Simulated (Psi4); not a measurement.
**A workflow on Si2H4F2 (SMILES F[SiH2][SiH2]F)**

Aim: a geometry optimisation (PBE0-D4/def2-SVP), then vibrational wavenumbers of Si2H4F2. 

The results are computed with Psi4 1.11.

## (1) The structure to begin with

Si2H4F2 has 8 atoms, charge 0, and is taken as a singlet. SMILES: `F[SiH2][SiH2]F`. The shape is that of a PBE0-D4/def2-TZVP optimisation. This is one conformer, not always the lowest. The run starts from this shape.

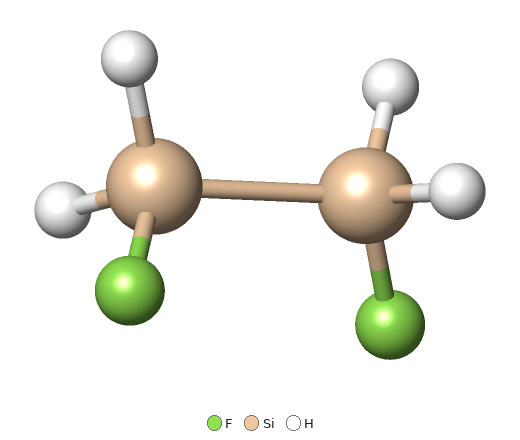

Viewed from a chosen angle; fluorine green, silicon light orange, hydrogen white.

## (2) A structure relaxation at PBE0-D4/def2-SVP (density fitting) (run 1)

calc.py

```python
import psi4

psi4.set_memory('1600 MB')
psi4.set_num_threads(1)
psi4.core.set_output_file('f2h4si2.out', False)

m = psi4.geometry("""
0 1
F
Si 1 1.604767
Si 2 2.349795 1 110.37254
F 3 1.604801 2 110.37389 1 69.08474
H 2 1.485348 1 108.04679 3 122.43957
H 2 1.48738 5 109.31878 1 -117.38206
H 3 1.487365 4 108.06599 2 -119.37581
H 3 1.485256 7 109.31945 4 117.36461
units angstrom
""")

options = {'geom_maxiter': 60}
psi4.set_options(options)

result = psi4.optimize("pbe0-d4/def2-SVP")
print(f'total energy {result:.8f} hartree = {result * 27.211386:.5f} eV')
print(m.to_string(dtype='xyz', units='Angstrom'))
for k, v in sorted(psi4.core.scalar_variables().items()):
    print(f'{k:45s} {v:18.10f}')
```

Launch:

```console
python calc.py
```

f2h4si2.out:

```text
[...]
  Running in c1 symmetry.
[...]
  Nuclear repulsion =  221.605023149629432
[...]
  Multiplicity = 1
[...]
  Nalpha       = 25
  Nbeta        = 25
[...]
    Number of basis functions: 84
[...]
   @DF-RKS iter   1:  -780.31717948069468   -5.02618e-01   5.48236e-03 DIIS/ADIIS
[...]
   @DF-RKS iter   6:  -780.39161565200880   -2.19416e-11   6.15220e-09 DIIS
[...]
  @DF-RKS Final Energy:  -780.39161565200880
   => Energetics <=
    Nuclear Repulsion Energy =            220.2836355447635981
    One-Electron Energy =               -1522.1417202652066862
    Two-Electron Energy =                 569.7793577546419783
    DFT Exchange-Correlation Energy =     -48.3083770754115491
    Empirical Dispersion Energy =          -0.0045116107962264
    VV10 Nonlocal Energy =                  0.0000000000000000
    Total Energy =                       -780.3916156520087952
[...]
 Multipole Moments:
 ------------------------------------------------------------------------------------
     Multipole            Electronic (a.u.)      Nuclear  (a.u.)        Total (a.u.)
 ------------------------------------------------------------------------------------
 L = 1.  Multiply by 2.5417464519 to convert [e a0] to [Debye]
 Dipole X            :          2.7012581           -3.1728172           -0.4715591
 Dipole Y            :         -1.1625079            1.3654465            0.2029386
 Dipole Z            :         -3.3579998            3.9442071            0.5862073
 Magnitude           :                                                    0.7792246
[...]
  -Total Gradient:
     Atom            X                  Y                   Z
    ------   -----------------  -----------------  -----------------
       1        0.000080715921    -0.000027711750    -0.000089984796
       2        0.000087892710    -0.000012554468    -0.000008347335
       3       -0.000011604522    -0.000020313284    -0.000086234648
       4        0.000068788039    -0.000036598451    -0.000096144764
       5        0.000067025304    -0.000020372786    -0.000153220868
       6        0.000023609092    -0.000077424758    -0.000078239634
       7        0.000089299593     0.000028814279    -0.000062127101
       8        0.000127976811    -0.000063521031    -0.000089158803
[...]
    Final optimized geometry and variables:
    Molecular point group: c1
    Full point group: C1
    Geometry (in Angstrom), charge = 0, multiplicity = 1:
    F
    SI            1    1.630081
    SI            2    2.345888      1  109.095356
    F             3    1.630080      2  109.095361      1   74.481408
    H             2    1.491579      1  108.465295      3  121.739399
    H             2    1.493673      5  109.664561      1 -117.976306
    H             3    1.493673      4  108.205178      2 -119.359795
    H             3    1.491579      7  109.664510      4  118.138089
[...]
```

Run time: 22 s. Hardware: 1 thread of AMD EPYC 9R45 (Zen 5), shared host; peak memory 0.62 GiB.

The path in brief:

```tsv
step	energy from the first frame kept (eV)	largest force (eV/Å)
0	0.0000	0.9126
1	-0.0245	0.2643
2	-0.0267	0.0359
3	-0.0268	0.0150
4	-0.0269	0.0107
5	-0.0269	0.0087
```

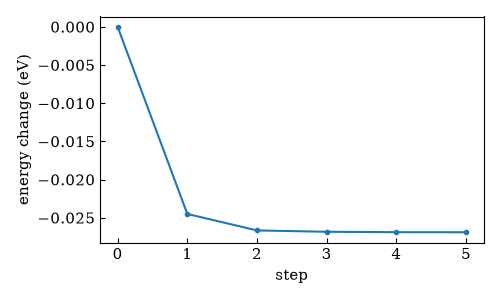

Energy along the run.

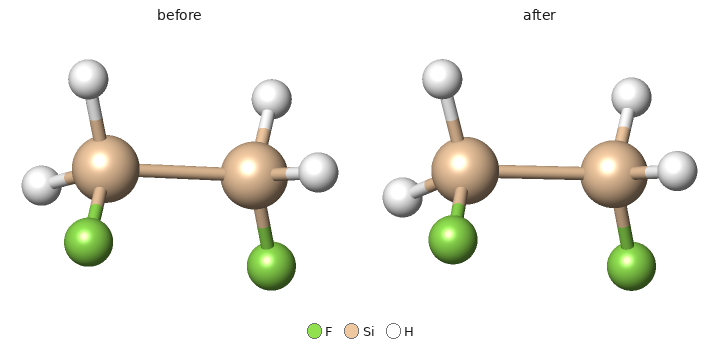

Before and after, at one scale.

After the run. Bond lengths: F1–Si2 1.630 Å, Si2–Si3 2.346 Å, Si3–F4 1.630 Å, Si2–H5 1.492 Å, Si2–H6 1.494 Å, Si3–H7 1.494 Å, Si3–H8 1.492 Å. Some angles: F1–Si2–Si3 109.1°, Si2–Si3–F4 109.1°, F1–Si2–H5 108.5°, F1–Si2–H6 108.2°, Si3–Si2–H5 111.6°, Si3–Si2–H6 109.8°, Si2–Si3–H7 109.8°, Si2–Si3–H8 111.6°, F4–Si3–H7 108.2°, F4–Si3–H8 108.5°.

## (3) The harmonic vibrations at PBE0-D4/def2-SVP (density fitting) (run 2)

job.dat

```
memory 1.6 GB

molecule {
  0 1
  F     -1.949654     1.199666    -0.262231
  Si    -0.347779     1.120740     0.029194
  Si     0.318361    -1.128475     0.051124
  F      0.350237    -1.690138    -1.478804
  H      0.363703     1.893471    -1.029809
  H     -0.085306     1.737920     1.363832
  H      1.695436    -1.241532     0.618523
  H     -0.622159    -1.971630     0.844420
}

set {
  basis def2-SVP
  t 700.0
  rotational_symmetry_number 2
}

e_tot = frequency('pbe0-d4')
```

Launch:

```console
psi4 -n 1 job.dat job.out
```

job.out, shortened:

```text
[...]
  Running in c1 symmetry.
[...]
  Nuclear repulsion =  220.283649876060991
[...]
  Multiplicity = 1
[...]
  Nalpha       = 25
  Nbeta        = 25
[...]
    Number of basis functions: 84
[...]
   @DF-RKS iter   1:  -780.31819755092079   -5.50616e-01   5.47968e-03 DIIS/ADIIS
[...]
   @DF-RKS iter  10:  -780.39161483227304   -4.88853e-12   8.40241e-09 DIIS
[...]
  @DF-RKS Final Energy:  -780.39161483227304
   => Energetics <=
    Nuclear Repulsion Energy =            220.2849542701971757
    One-Electron Energy =               -1522.1444322318529885
    Two-Electron Energy =                 569.7808043655739993
    DFT Exchange-Correlation Energy =     -48.3084296466020575
    Empirical Dispersion Energy =          -0.0045115895892756
    VV10 Nonlocal Energy =                  0.0000000000000000
    Total Energy =                       -780.3916148322730351
[...]
  -Total Gradient:
     Atom            X                  Y                   Z
    ------   -----------------  -----------------  -----------------
       1       -0.000075006697    -0.000018492043    -0.000096471622
       2        0.000000001138    -0.000010979660    -0.000089626100
       3       -0.000418660597    -0.000151669002     0.000066982503
       4       -0.000163937259    -0.000054206658    -0.000078267570
       5       -0.000139833983    -0.000010599971    -0.000094630493
       6       -0.000074101610    -0.000072764827    -0.000040632078
       7        0.000162337964     0.000028498470     0.000048319541
       8        0.000145626546     0.000116683500    -0.000371463875
[...]
  ==> Harmonic Vibrational Analysis <==
[...]
  Freq [cm^-1]                 81.6520             131.9880            190.3883
[...]
  IR activ [km/mol]             1.6962              2.0829             14.4781
[...]
  Freq [cm^-1]                 409.8360            455.5181            541.7739
[...]
  IR activ [km/mol]             9.3533             42.9439             16.8866
[...]
  Freq [cm^-1]                 732.2946            743.4515            848.6135
[...]
  IR activ [km/mol]            27.7246              8.1399             161.5631
[...]
  Freq [cm^-1]                 854.8501            868.6928            937.3029
[...]
  IR activ [km/mol]             9.1363             359.5959            84.2284
[...]
  Freq [cm^-1]                 938.2069            948.4656           2224.1157
[...]
  Freq [cm^-1]                2235.9881           2244.0572           2248.2462
[...]
```

On the terminal:

```text
Warning: used thermodynamics relations inappropriate for low-frequency modes: ['81.6520' '131.9880' '190.3883' '409.8360' '455.5181' '541.7739']
```

Run time: 2.6 min. Hardware: 1 thread of AMD EPYC 9R45 (Zen 5), shared host; peak memory 0.6 GiB.

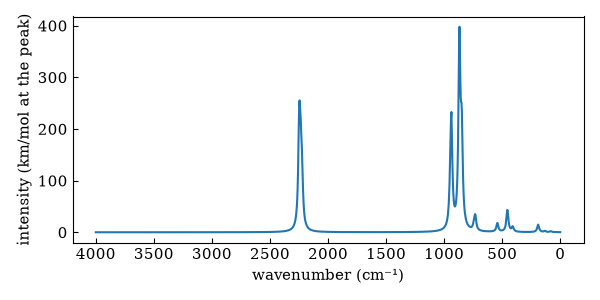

Harmonic infrared spectrum, unscaled, lines broadened by 10 cm⁻¹.

## (4) What came out

```
                                                                       quantity              value
                               run 1, PBE0-D4/def2-SVP: total energy at the end      -780.39162 Eh
                                         run 1, PBE0-D4/def2-SVP: dipole moment             1.98 D
                                           run 1, PBE0-D4/def2-SVP: HOMO energy           -8.44 eV
                                           run 1, PBE0-D4/def2-SVP: LUMO energy           -0.67 eV
                                         run 1, PBE0-D4/def2-SVP: HOMO–LUMO gap            7.77 eV
                                     run 1, PBE0-D4/def2-SVP: dispersion energy      -11.85 kJ/mol
                            run 2, PBE0-D4/def2-SVP: lowest harmonic wavenumber            82 cm⁻¹
                           run 2, PBE0-D4/def2-SVP: highest harmonic wavenumber          2248 cm⁻¹
                                     run 2, PBE0-D4/def2-SVP: zero-point energy       105.5 kJ/mol
run 2, PBE0-D4/def2-SVP: ideal-gas entropy at 700 K (symmetry number 2 as used)  101.4 cal/(mol K)
```

What this shows: The optimisation (run 1, PBE0-D4/def2-SVP) took 6 steps and changed the energy by -0.027 eV. All 18 modes (run 2, PBE0-D4/def2-SVP) are real, so the shape is a minimum at this level.
